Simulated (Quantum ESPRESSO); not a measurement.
# Fe: parallel and opposed starts

Aim: find out which collinear order of Fe costs least.

Program: Quantum ESPRESSO 7.5. Level of theory: LDA; plane waves with GBRV 1.5 LDA potentials, no spin-orbit coupling. Results are calculated unless marked as measured.

The database entry behind the starting cell differs from later determinations by our own check (about 0.2 % short), so it need not match the best structure at ambient conditions.

## (1) The structure

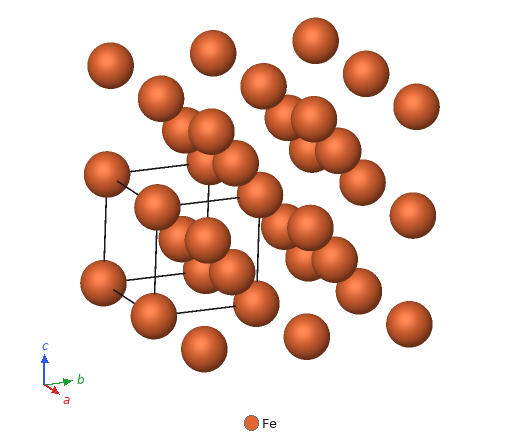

Start, viewed slightly off an axis; iron orange. 2×2×2 cells are drawn. This picture shows the conventional cell, with its axes. Some periodic images of atoms are drawn too.

The cell comes from the Crystallography Open Database.

## (2) Run 1 (ferro +)

The signs are those of the starting moments on the seeded atoms, the atoms that are given a moment.

Input file pw.in:

```
&CONTROL
  calculation = 'scf'
  prefix = 'pwscf'
  outdir = './tmp'
  pseudo_dir = './pseudo'
  disk_io = 'nowf'
/
&SYSTEM
  ibrav = 0
  nat = 1
  ntyp = 1
  ecutwfc = 40
  ecutrho = 280
  nbnd = 15
  occupations = 'smearing'
  smearing = 'fd'
  degauss = 0.00734986
  nspin = 2
  starting_magnetization(1) = 0.175
/
&ELECTRONS
  conv_thr = 2d-09
  electron_maxstep = 150
  mixing_beta = 0.3
/
ATOMIC_SPECIES
Fe     55.8450 fe_lda_v1.5.uspp.F.UPF
CELL_PARAMETERS angstrom
  -1.4302400000    1.4302400000    1.4302400000
   1.4302400000   -1.4302400000    1.4302400000
   1.4302400000    1.4302400000   -1.4302400000
ATOMIC_POSITIONS crystal
Fe      0.0000000000    0.0000000000    0.0000000000
K_POINTS automatic
12 12 12 0 0 0
```

Launch:

```bash
$ OMP_NUM_THREADS=1 mpirun -n 4 pw.x -nk 4 -in pw.in > pw.out
```

The program printed:

```text
Program PWSCF v.7.5 starts

     Message from routine setup:
     using ibrav=0 with symmetry is DISCOURAGED, use correct ibrav instead

     K-points division:     npool     =       4
     Subspace diagonalization in iterative solution of the eigenvalue problem:

     G-vector sticks info
     --------------------
     sticks:   dense  smooth     PW     G-vecs:    dense   smooth      PW
     Sum         467     265    117                 6339     2731     767

     Using Slab Decomposition

     bravais-lattice index     =            0
     lattice parameter (alat)  =       4.6813  a.u.
     unit-cell volume          =      78.9739 (a.u.)^3
     number of atoms/cell      =            1
     number of atomic types    =            1
     number of electrons       =        16.00
     number of Kohn-Sham states=           15
     kinetic-energy cutoff     =      40.0000  Ry
     charge density cutoff     =     280.0000  Ry
     scf convergence threshold =      2.0E-09
     mixing beta               =       0.3000
     number of iterations used =            8  plain     mixing
     Exchange-correlation=  SLA  PZ   NOGX NOGC
                           (   1   1   0   0   0   0   0)

     celldm(1)=   4.681321  celldm(2)=   0.000000  celldm(3)=   0.000000
     celldm(4)=   0.000000  celldm(5)=   0.000000  celldm(6)=   0.000000

     crystal axes: (cart. coord. in units of alat)
               a(1) = (  -0.577350   0.577350   0.577350 )
               a(2) = (   0.577350  -0.577350   0.577350 )
               a(3) = (   0.577350   0.577350  -0.577350 )

     reciprocal axes: (cart. coord. in units 2 pi/alat)
               b(1) = ( -0.000000  0.866025  0.866025 )
               b(2) = (  0.866025 -0.000000  0.866025 )
               b(3) = (  0.866025  0.866025  0.000000 )

     PseudoPot. # 1 for Fe read from file:
     fe_lda_v1.5.uspp.F.UPF
     Pseudo is Ultrasoft + core correction, Zval = 16.0
     Generated by new atomic code, or converted to UPF format
     Using radial grid of  861 points,  6 beta functions with:
                l(1) =   0
                l(2) =   0
                l(3) =   1
                l(4) =   1
                l(5) =   2
                l(6) =   2
     Q(r) pseudized with  8 coefficients,  rinner =    1.000   1.000   1.000
                                                       1.000   1.000

     atomic species   valence    mass     pseudopotential
     Fe               16.00    55.84500     Fe( 1.00)

     Starting magnetic structure
     atomic species   magnetization
     Fe              0.175

     48 Sym. Ops., with inversion, found

   Cartesian axes

     site n.     atom                  positions (alat units)
         1        Fe     tau(   1) = (   0.0000000   0.0000000   0.0000000  )

     number of k points=    72  Fermi-Dirac smearing, width (Ry)=  0.0073
                       cart. coord. in units 2pi/alat
        k(    1) = (   0.0000000   0.0000000   0.0000000), wk =   0.0005787
        k(    2) = (   0.0721688   0.0721688   0.0000000), wk =   0.0069444
        k(    3) = (   0.1443376   0.1443376   0.0000000), wk =   0.0069444
        k(    4) = (   0.2165064   0.2165064   0.0000000), wk =   0.0069444
        k(    5) = (   0.2886751   0.2886751   0.0000000), wk =   0.0069444
        [... 67 further k-points ...]

     Dense  grid:     6339 G-vectors     FFT dimensions: (  25,  25,  25)

     Smooth grid:     2731 G-vectors     FFT dimensions: (  20,  20,  20)

     Check: negative core charge=   -0.000066
     Generating pointlists ...
     new r_m :   0.4125 (alat units)  1.9310 (a.u.) for type    1

     Initial potential from superposition of free atoms

     starting charge      15.0000, renormalised to      16.0000
     Starting wfcs are   13 randomized atomic wfcs +    2 random wfcs

     Self-consistent Calculation

     iteration #  1     ecut=    40.00 Ry     beta= 0.30
     Davidson diagonalization with overlap
     ethr =  1.00E-02,  avg # of iterations =  4.4

     total energy              =    -249.80887713 Ry
     estimated scf accuracy    <       2.40028124 Ry

     total magnetization       =     1.92 Bohr mag/cell
     absolute magnetization    =     1.93 Bohr mag/cell

     iteration #  2     ecut=    40.00 Ry     beta= 0.30
     Davidson diagonalization with overlap
     ethr =  1.00E-02,  avg # of iterations =  1.9

     total energy              =    -250.29241375 Ry
     estimated scf accuracy    <       0.05119629 Ry

     total magnetization       =     2.40 Bohr mag/cell
     absolute magnetization    =     2.43 Bohr mag/cell

     iteration #  3     ecut=    40.00 Ry     beta= 0.30
     Davidson diagonalization with overlap
     ethr =  3.20E-04,  avg # of iterations =  1.3

     total energy              =    -250.30240421 Ry
     estimated scf accuracy    <       0.00332384 Ry

     total magnetization       =     2.31 Bohr mag/cell
     absolute magnetization    =     2.35 Bohr mag/cell

     [... further iterations left out ...]

     iteration #  8     ecut=    40.00 Ry     beta= 0.30
     Davidson diagonalization with overlap
     ethr =  6.47E-09,  avg # of iterations =  2.0

     total energy              =    -250.30297312 Ry
     estimated scf accuracy    <       0.00000298 Ry

     total magnetization       =     2.26 Bohr mag/cell
     absolute magnetization    =     2.33 Bohr mag/cell

     iteration #  9     ecut=    40.00 Ry     beta= 0.30
     Davidson diagonalization with overlap
     ethr =  6.47E-09,  avg # of iterations =  1.9

     total energy              =    -250.30297356 Ry
     estimated scf accuracy    <       0.00000001 Ry

     total magnetization       =     2.26 Bohr mag/cell
     absolute magnetization    =     2.33 Bohr mag/cell

     iteration # 10     ecut=    40.00 Ry     beta= 0.30
     Davidson diagonalization with overlap
     ethr =  8.55E-11,  avg # of iterations =  1.9

     total energy              =    -250.30297357 Ry
     estimated scf accuracy    <          2.8E-09 Ry

     total magnetization       =     2.26 Bohr mag/cell
     absolute magnetization    =     2.33 Bohr mag/cell

     iteration # 11     ecut=    40.00 Ry     beta= 0.30
     Davidson diagonalization with overlap
     ethr =  1.73E-11,  avg # of iterations =  1.6

     Magnetic moment per site  (integrated on atomic sphere of radius R)
     atom   1 (R=0.413)  charge= 14.4233  magn=  2.2805

     End of self-consistent calculation

     Number of k-points >= 100: set verbosity='high' to print the bands.

     the Fermi energy is    17.2016 ev

!    total energy              =    -250.30297357 Ry
     estimated scf accuracy    <          5.4E-10 Ry
     smearing contrib. (-TS)   =      -0.00226635 Ry
     internal energy E=F+TS    =    -250.30070722 Ry

     The total energy is F=E-TS. E is the sum of the following terms:
     one-electron contribution =    -116.38270883 Ry
     hartree contribution      =      67.23897717 Ry
     xc contribution           =     -28.80665390 Ry
     ewald contribution        =    -172.35032166 Ry

     total magnetization       =     2.26 Bohr mag/cell
     absolute magnetization    =     2.33 Bohr mag/cell

     convergence has been achieved in  11 iterations

=------------------------------------------------------------------------------=
   JOB DONE.
=------------------------------------------------------------------------------=
```

The job ended after 2.5 s (4 MPI ranks of Arm Neoverse V2, shared host; peak memory 0.21 GiB; 9.8 s of CPU time).

Spin moment in the atom's sphere by atom:

| atom | spin moment in the atom's sphere (μB) |
| --- | --- |
| Fe1 | 2.28 |

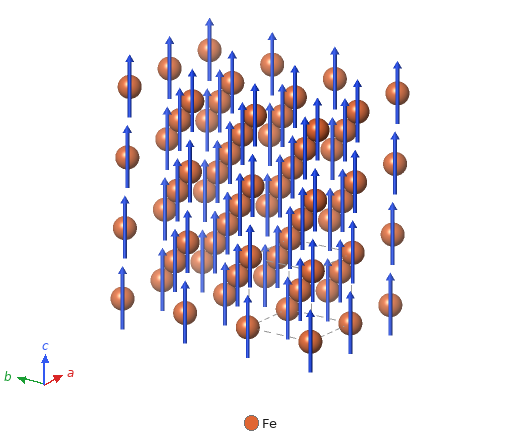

Spin moment in the atom's sphere as arrows, the longest 2.28 μB. Up and down stand for the sign. Arrows give size and sign along the axis of quantisation, drawn up and down the page. 2×3×3 conventional cells are drawn. Some periodic images of atoms are drawn too.

This step gave:

```
smearing term TS       : 0.03084 eV
magnetization          : 2.26 μB
absolute magnetization : 2.332 μB
final state            : ferromagnetic
```

## (3) Run 2, typed as antiferro q=(1/2,1/2,1/2) +−

The cell is doubled to 2 atoms to hold this order. The wavevector q is in fractions of the reciprocal vectors of the crystal's primitive cell, as the cells of these inputs are built from it; moments change sign between cells as cos(2π q·R).

Input file pw.in:

```
&CONTROL
  calculation = 'scf'
  prefix = 'pwscf'
  outdir = './tmp'
  pseudo_dir = './pseudo'
  disk_io = 'nowf'
/
&SYSTEM
  ibrav = 0
  nat = 2
  ntyp = 2
  ecutwfc = 40
  ecutrho = 280
  nbnd = 23
  occupations = 'smearing'
  smearing = 'fd'
  degauss = 0.00734986
  nspin = 2
  starting_magnetization(1) = 0.175
  starting_magnetization(2) = -0.175
/
&ELECTRONS
  conv_thr = 4d-09
  electron_maxstep = 150
  mixing_beta = 0.3
/
ATOMIC_SPECIES
Fe1    55.8450 fe_lda_v1.5.uspp.F.UPF
Fe2    55.8450 fe_lda_v1.5.uspp.F.UPF
CELL_PARAMETERS angstrom
  -2.8604800000    2.8604800000    2.8604800000
   0.0000000000    0.0000000000    2.8604800000
   0.0000000000    2.8604800000    0.0000000000
ATOMIC_POSITIONS crystal
Fe1     0.0000000000    0.0000000000    0.0000000000
Fe2     0.5000000000    0.0000000000    0.0000000000
K_POINTS automatic
6 12 12 0 0 0
```

The program printed:

```text
[banner, memory and clock lines left out]
Program PWSCF v.7.5 starts

     Message from routine setup:
     using ibrav=0 with symmetry is DISCOURAGED, use correct ibrav instead

     bravais-lattice index     =            0
     lattice parameter (alat)  =       9.3626  a.u.
     unit-cell volume          =     157.9477 (a.u.)^3
     number of atoms/cell      =            2
     number of atomic types    =            2
     number of electrons       =        32.00
     number of Kohn-Sham states=           23
     kinetic-energy cutoff     =      40.0000  Ry
     charge density cutoff     =     280.0000  Ry
     scf convergence threshold =      4.0E-09
     mixing beta               =       0.3000
     number of iterations used =            8  plain     mixing
     Exchange-correlation=  SLA  PZ   NOGX NOGC
                           (   1   1   0   0   0   0   0)

     celldm(1)=   9.362642  celldm(2)=   0.000000  celldm(3)=   0.000000
     celldm(4)=   0.000000  celldm(5)=   0.000000  celldm(6)=   0.000000

     crystal axes: (cart. coord. in units of alat)
               a(1) = (  -0.577350   0.577350   0.577350 )
               a(2) = (   0.000000   0.000000   0.577350 )
               a(3) = (   0.000000   0.577350   0.000000 )

     reciprocal axes: (cart. coord. in units 2 pi/alat)
               b(1) = ( -1.732051  0.000000  0.000000 )
               b(2) = (  1.732051 -0.000000  1.732051 )
               b(3) = (  1.732051  1.732051 -0.000000 )

     PseudoPot. # 1 for Fe read from file:
     fe_lda_v1.5.uspp.F.UPF
     Pseudo is Ultrasoft + core correction, Zval = 16.0

     PseudoPot. # 2 for Fe read from file:
     fe_lda_v1.5.uspp.F.UPF
     Pseudo is Ultrasoft + core correction, Zval = 16.0

     atomic species   valence    mass     pseudopotential
     Fe1              16.00    55.84500     Fe( 1.00)
     Fe2              16.00    55.84500     Fe( 1.00)

     Starting magnetic structure
     atomic species   magnetization
     Fe1             0.175
     Fe2            -0.175

     48 Sym. Ops., with inversion, found

   Cartesian axes

     site n.     atom                  positions (alat units)
         1        Fe1    tau(   1) = (   0.0000000   0.0000000   0.0000000  )
         2        Fe2    tau(   2) = (  -0.2886751   0.2886751   0.2886751  )

     number of k points=    44  Fermi-Dirac smearing, width (Ry)=  0.0073
                       cart. coord. in units 2pi/alat
        k(    1) = (   0.0000000   0.0000000   0.0000000), wk =   0.0011574
        k(    2) = (   0.1443376   0.1443376   0.0000000), wk =   0.0138889
        k(    3) = (   0.2886751   0.2886751   0.0000000), wk =   0.0138889
        k(    4) = (   0.4330127   0.4330127   0.0000000), wk =   0.0138889
        k(    5) = (   0.5773503   0.5773503   0.0000000), wk =   0.0138889
        [... 39 further k-points ...]

     Dense  grid:    12533 G-vectors     FFT dimensions: (  50,  30,  30)

     Smooth grid:     5449 G-vectors     FFT dimensions: (  40,  24,  24)

     Check: negative core charge=   -0.000065
     Generating pointlists ...
     new r_m :   0.2063 (alat units)  1.9310 (a.u.) for type    1
     new r_m :   0.2063 (alat units)  1.9310 (a.u.) for type    2

     Initial potential from superposition of free atoms

     starting charge      30.0000, renormalised to      32.0000
     Starting wfcs are   26 randomized atomic wfcs

     Self-consistent Calculation

     iteration #  1     ecut=    40.00 Ry     beta= 0.30
     Davidson diagonalization with overlap
     ethr =  1.00E-02,  avg # of iterations =  2.9

     total energy              =    -499.62919523 Ry
     estimated scf accuracy    <       4.70548578 Ry

     total magnetization       =    -0.00 Bohr mag/cell
     absolute magnetization    =     3.41 Bohr mag/cell

     iteration #  2     ecut=    40.00 Ry     beta= 0.30
     Davidson diagonalization with overlap
     ethr =  1.00E-02,  avg # of iterations =  2.1

     total energy              =    -500.53488422 Ry
     estimated scf accuracy    <       0.04649956 Ry

     total magnetization       =    -0.00 Bohr mag/cell
     absolute magnetization    =     4.25 Bohr mag/cell

     [... further iterations left out ...]

     iteration # 17     ecut=    40.00 Ry     beta= 0.30
     Davidson diagonalization with overlap
     ethr =  3.07E-10,  avg # of iterations =  2.0

     total energy              =    -500.54793198 Ry
     estimated scf accuracy    <       0.00000002 Ry

     total magnetization       =     0.00 Bohr mag/cell
     absolute magnetization    =     3.13 Bohr mag/cell

     iteration # 18     ecut=    40.00 Ry     beta= 0.30
     Davidson diagonalization with overlap
     ethr =  4.85E-11,  avg # of iterations =  2.1

     Magnetic moment per site  (integrated on atomic sphere of radius R)
     atom   1 (R=0.206)  charge= 14.4248  magn=  1.5150
     atom   2 (R=0.206)  charge= 14.4248  magn= -1.5150

     End of self-consistent calculation

     [... lines left out ...]
     the Fermi energy is    17.3921 ev

!    total energy              =    -500.54793208 Ry
     estimated scf accuracy    <          4.9E-10 Ry
     smearing contrib. (-TS)   =      -0.01455160 Ry
     internal energy E=F+TS    =    -500.53338048 Ry

     The total energy is F=E-TS. E is the sum of the following terms:
     one-electron contribution =    -232.61961920 Ry
     hartree contribution      =     134.24212993 Ry
     xc contribution           =     -57.45524790 Ry
     ewald contribution        =    -344.70064332 Ry

     total magnetization       =     0.00 Bohr mag/cell
     absolute magnetization    =     3.14 Bohr mag/cell

     convergence has been achieved in  18 iterations
```

It took 12 s on 4 MPI ranks; peak memory 0.27 GiB; 48 s of CPU time.

(Continued in part 2 of 2.)

[Logs and program files are shortened in this print: banners, set-up blocks, solver, clock and traceback lines can be left out without a mark of their own.]

[Logs are printed without paths, hosts, clocks, repeated set-up lines and the standing remarks that a program may print on its own settings, such as how far it seeks lower states.]

[Hosts, paths, dates, database ids (printed as entryN), source tags and the programs' standing remarks are cut or masked in the printed files.]

[Where a cell is said to come from a database of computed structures, the database is the Materials Project.]
